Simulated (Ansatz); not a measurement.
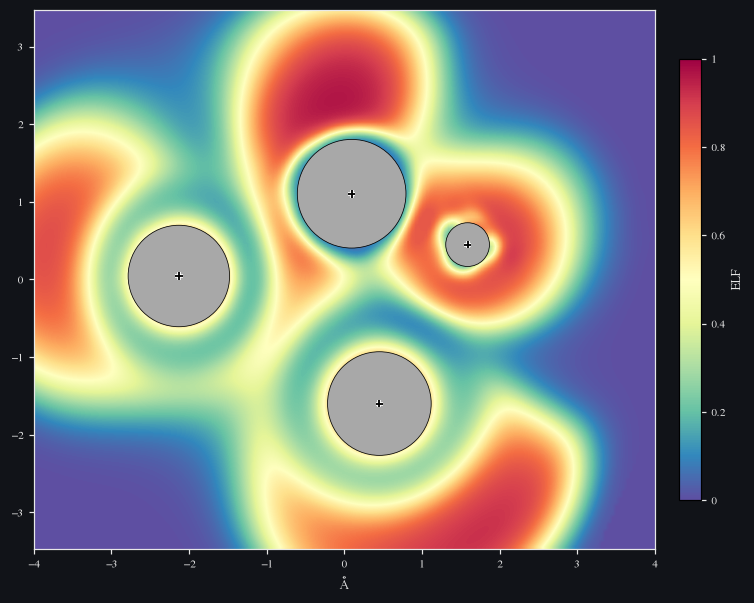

The ELF on a plane through atoms (crosses mark nuclei in the plane; grey discs cover the cores).

These are results of isolated molecule in a Gaussian basis; Kohn-Sham density functional theory, functional PBE0 (Ansatz), not measurements.

Candidates:
A. H6N3SV
B. F2HInSi2 (charge +1, doublet)
C. InOSiSn (charge −1)

Which candidate gave the map?

Answer. Candidate C: InOSiSn on the molecular plane, which holds In, O, Si and Sn. Si–O (1.63 Å): the ELF peaks at about 0.85 between the atoms (a shared but strongly polarised pair). In–O (2.34 Å): the ELF is about 0.15 at the midpoint.
